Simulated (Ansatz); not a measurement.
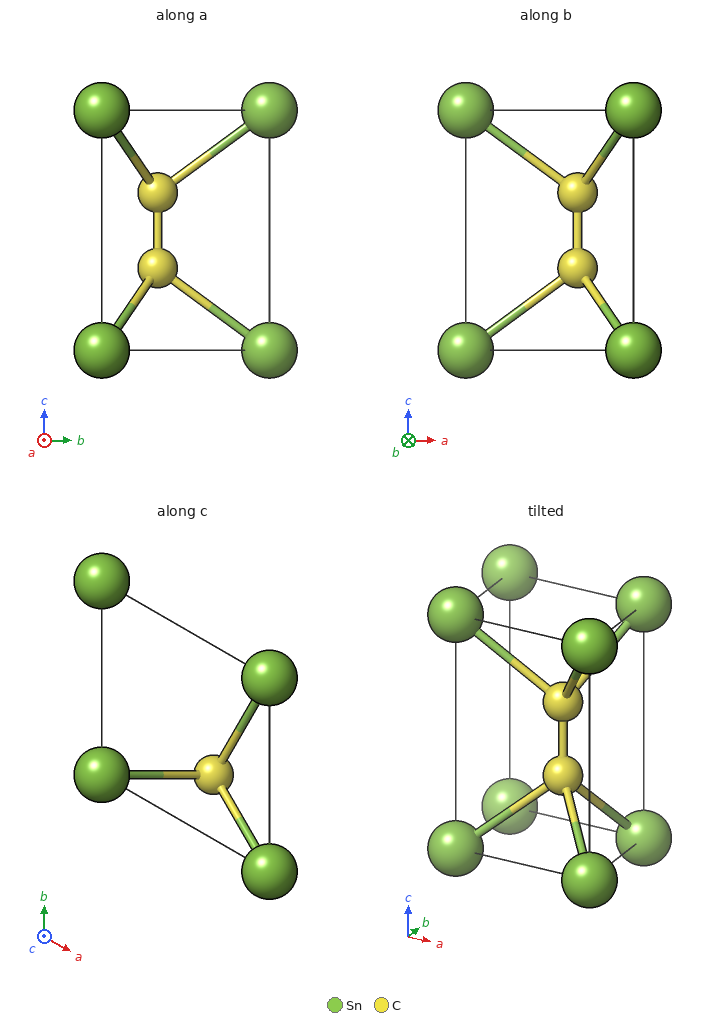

This ball-and-stick model is shown along the a axis, along the b axis, along the c axis and slightly off an axis. One conventional unit cell is framed, with atoms on its boundary repeated.

Lattice parameters: a = 3.3662 Å, b = 3.3662 Å, c = 4.1721 Å, α = 90.000°, β = 90.000°, γ = 120.000°.

Put the structure into a CIF with its space group and independent sites, with free fractional coordinates to two decimals.

Answer.
```cif
data_structure
_symmetry_space_group_name_H-M 'P -6 m 2'
_symmetry_Int_Tables_number 187
_cell_length_a 3.3662
_cell_length_b 3.3662
_cell_length_c 4.1721
_cell_angle_alpha 90.000
_cell_angle_beta 90.000
_cell_angle_gamma 120.000
_cell_volume 40.94
loop_
_atom_site_label
_atom_site_type_symbol
_atom_site_symmetry_multiplicity
_atom_site_Wyckoff_symbol
_atom_site_fract_x
_atom_site_fract_y
_atom_site_fract_z
_atom_site_occupancy
Sn1 Sn 1 a 0.00 0.00 0.00 1
C1 C 2 i 0.6667 0.3333 0.66 1
```

Starting structure: a structure type filled with these elements by a generator (whether the compound takes this form wasn't checked). What is shown is the relaxed result from DFT PBE, scalar-relativistic, plane waves, PAW in Ansatz.
